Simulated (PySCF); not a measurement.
**EPR calculation, with input and output: C7H9O2**

The run: EPR calculation of C7H9O2, multiplicity 2. Method and program: UKS B3LYP, pcH-1 on C H O, non-relativistic, mean-field spin-orbit, GIAO (PySCF 2.14.0).

It belongs to a series of runs on one base structure; here: H added to sp2 C.

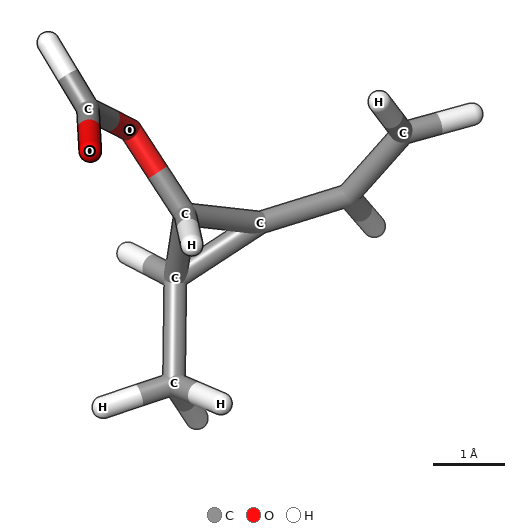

*The input geometry (stick view, seen at a tilt).*

Bond lengths as drawn: C–C 1.36 to 1.52 Å, C–H 1.07 to 1.10 Å and C–O 1.20 to 1.43 Å.

Summary

```tsv
quantity	value
outcome	converged
total energy	−422.535507 hartree
⟨S²⟩	0.776
isotropic g	2.0026
hardware	1 CPU thread, shared host
wall time	1.8 min
peak memory	1.1 GiB
```

The input
```
{"job": {"kind": "epr", "basis": "pcH-1"}, "charge": 0, "multiplicity": 2}
C      2.494753    -1.476410    -0.595533
C      2.053246    -0.274936    -0.105611
C      0.744507     0.110563    -0.085054
C     -0.270602     1.106080     0.252672
C     -0.424801     2.387640    -0.538412
C     -0.644493    -0.222655    -0.386867
O     -1.309473    -1.184667     0.427839
C     -2.336591    -1.820165    -0.095665
O     -2.781501    -1.698697    -1.199914
H      1.804543    -2.194149    -1.001162
H      3.538174    -1.730674    -0.591930
H      2.777797     0.428908     0.288162
H     -0.518811     1.211916     1.305807
H     -0.188636     2.214289    -1.585195
H      0.248964     3.149548    -0.152335
H     -1.445570     2.756729    -0.465554
H     -1.008965    -0.244113    -1.410535
H     -2.741300    -2.512889     0.662872
```

The first line tells a small driver script what to run in PySCF; the rest is the geometry in Å.

Launched with:
```bash
OMP_NUM_THREADS=1 python <driver script> task.json out
```

What the program printed
```
UKS, coarse grid
  cycle   1  E = -422.35551875  |g| = 6.88e-01
  cycle   2  E = -421.91821729  |g| = 1.28e+00
  cycle   3  E = -422.50915875  |g| = 2.59e-01
  cycle   4  E = -422.53306903  |g| = 8.23e-02
  cycle   5  E = -422.53516956  |g| = 2.58e-02
  cycle   6  E = -422.53549084  |g| = 6.53e-03
  cycle   7  E = -422.53552986  |g| = 3.16e-03
  cycle   8  E = -422.53553956  |g| = 1.75e-03
  cycle   9  E = -422.53554193  |g| = 7.03e-04
UKS, final grid
  cycle   1  E = -422.53550668  |g| = 1.25e-03
  cycle   2  E = -422.53550467  |g| = 2.41e-03
  cycle   3  E = -422.53550742  |g| = 2.50e-04
  cycle   4  E = -422.53550745  |g| = 5.40e-05
  cycle   5  E = -422.53550745  |g| = 2.24e-05
E = -422.53550745 Eh   <S^2> = 0.7756 (exact 0.7500)
g shifts (ppm)      1          2          3
  rmc          -149       -149       -149
  gc              7         32         41
  oz_so         -18        500        602
  total        -160        383        493
hyperfine (MHz)  atom isotope    a_iso     a_fc   dipolar eigenvalues
    0   13C      54.33      54.33    -50.84    -49.15     99.99
    1   13C     -47.32     -47.32    -28.56     11.40     17.16
    2   13C      63.55      63.55    -53.33    -48.89    102.23
    3   13C     -20.64     -20.64     -3.06      0.25      2.81
    4   13C      35.44      35.44     -3.18     -2.91      6.08
    5   13C     -11.12     -11.12     -2.76     -1.03      3.79
    6   17O     -14.53     -14.53     -6.14      3.00      3.15
    7   13C      -1.23      -1.23     -0.49     -0.34      0.84
    8   17O      -0.73      -0.73     -2.09      0.86      1.23
    9    1H     -39.65     -39.65    -21.21     -1.78     23.00
   10    1H     -41.38     -41.38    -24.79     -0.44     25.23
   11    1H      12.07      12.07     -5.06     -1.41      6.47
   12    1H      72.95      72.95     -3.49     -2.02      5.51
   13    1H      -2.47      -2.47     -3.44     -1.07      4.51
   14    1H      -2.23      -2.23     -2.22     -1.40      3.61
   15    1H       1.08       1.08     -1.97     -1.19      3.15
   16    1H      40.80      40.80     -3.01     -2.03      5.05
   17    1H       6.22       6.22     -0.72     -0.60      1.32
```

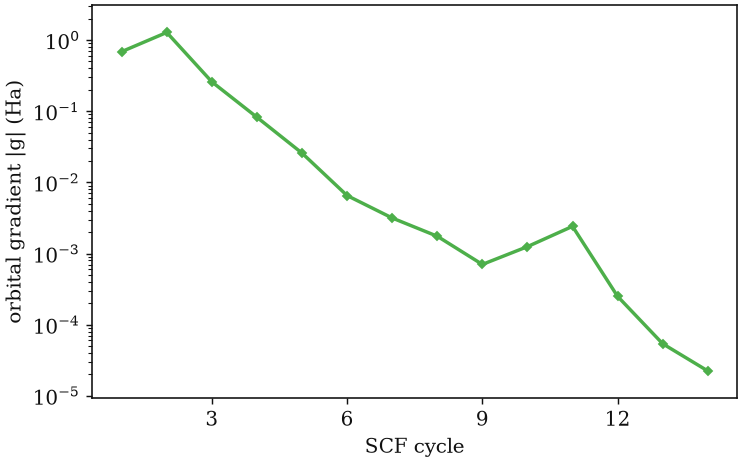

*Convergence of the self-consistent field: orbital gradient |g| against the SCF cycle.*

All cycles printed in the log are drawn one after another.

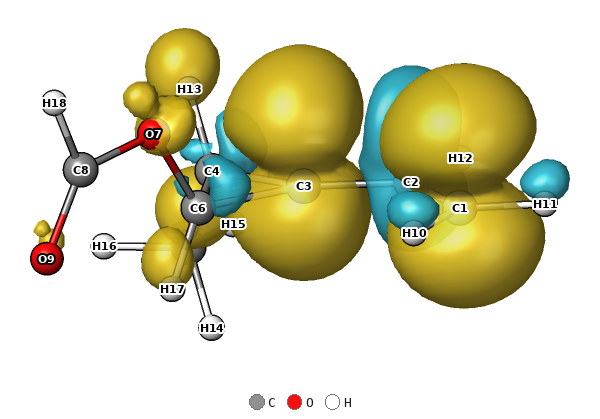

*Isosurfaces of the spin density (α minus β) at +0.015 (yellow) and −0.015 e/Å³ (cyan), seen from the side.*

The unpaired spin (1 electron) lies mostly on C1 (about 0.4) and C3 (about 0.4), in electrons by Hirshfeld's partition.

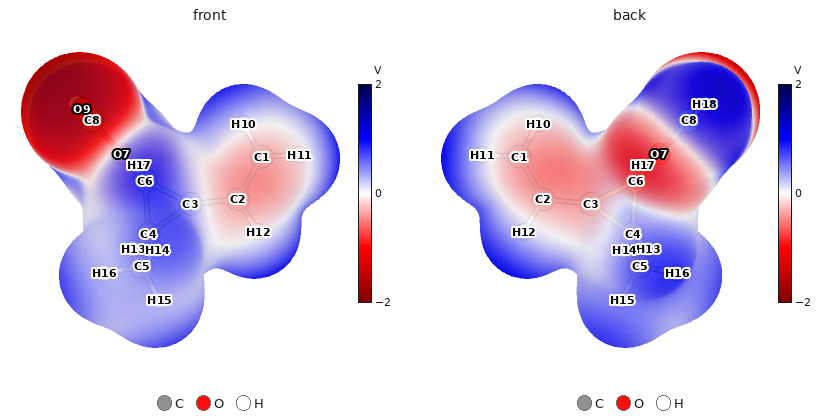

*The molecular electrostatic potential painted on the density surface at 0.002 e/bohr³, seen at a tilt and from behind; red is negative and blue positive.*

A positive charge is drawn to the negative regions and a negative charge to the positive ones.

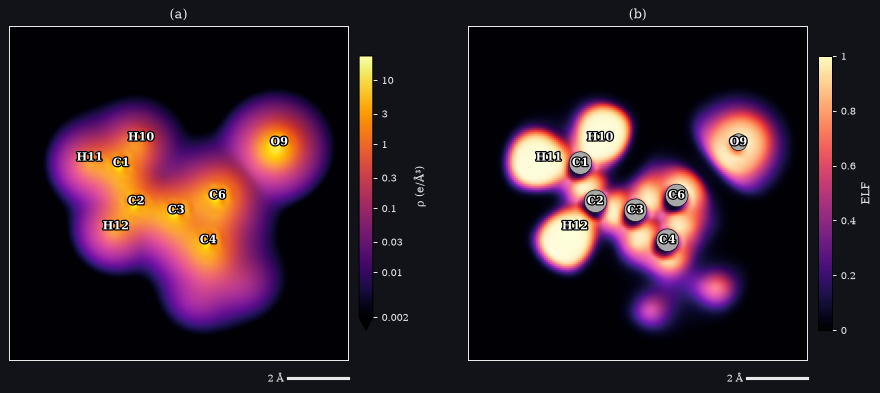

*(a) total electron density; (b) electron localisation function on the plane of atoms C3, C6 and C4. Grey discs, where drawn, cover atomic cores.*

Atoms in the plane: C, O and H.
